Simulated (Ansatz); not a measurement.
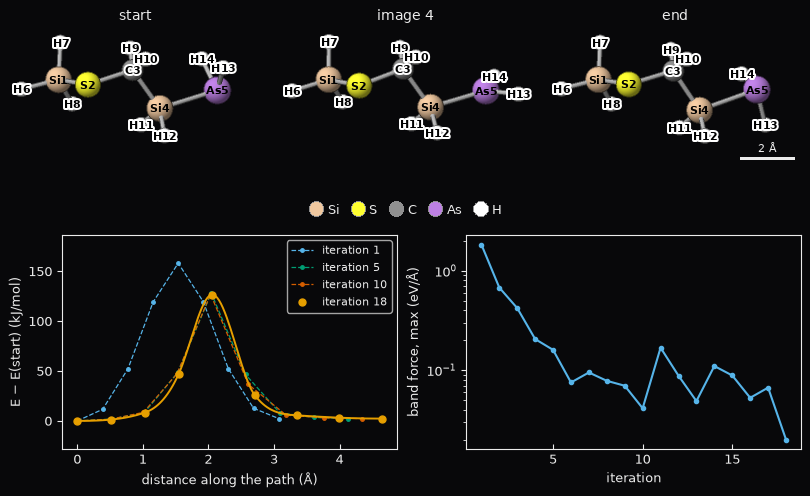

NEB run on CH$_{9}$AsSSi$_{2}$. Images are numbered from 0 (start) to 8 (end). The plot follows the band through its iterations. The picture is a ball-and-stick view, seen at a tilt.

Computed with RKS B3LYP-D4/def2-SVP in Ansatz. Run with 7 movable images; climbing image; force threshold 0.05 eV/Å; iteration limit 36; starting path by image-dependent pair potential.

### Judge this run.

The result is final at these settings. The band converged in 18 iterations. The largest component of the band force went from 1.8 to 0.02 eV/Å. The climbing image converged on the top of the path. Its vibrational analysis gives one imaginary mode (722i cm⁻¹), as a transition state must have. The first iteration put the highest image at 158.2 kJ/mol. The energy climbs by 126.7 kJ/mol to image 4 and then falls by 124.4 kJ/mol, so the end point sits at +2.3 kJ/mol.

The run took 8.8 min on 2 threads of Intel(R) Xeon(R) Platinum 8375C CPU @ 2.90GHz (Ice Lake), with other jobs on the host, peak memory 0.46 GiB.
